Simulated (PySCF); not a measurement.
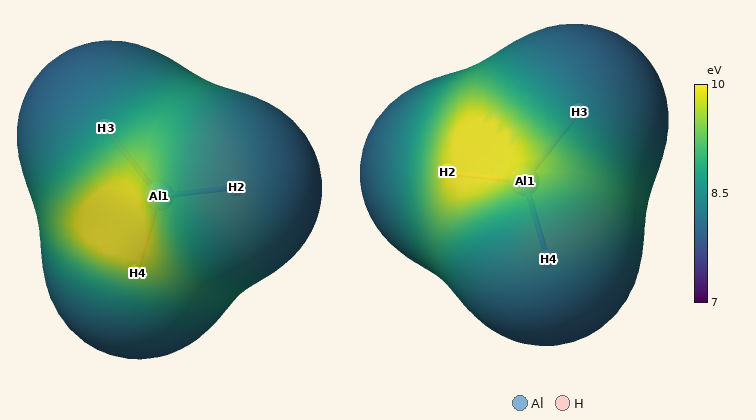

*AlH$_{3}$. Average local ionisation energy on the surface of electron density 0.001 a.u. (back view left, front view right).*

Level of theory: TPSS/def2-SVP (PySCF), at a geometry from GFN2-xTB. No frequency check shows the geometry to be a minimum.

Question: Locate the minima of the map.

Answer: The lowest value is 8.0 eV, 1.5 Å from H4, and at like points elsewhere. For comparison, the highest occupied orbital lies at −7.6 eV.

Cost of the run: 2.1 s on 1 thread of Arm Neoverse V2, on a shared host, peak memory 0.19 GiB.
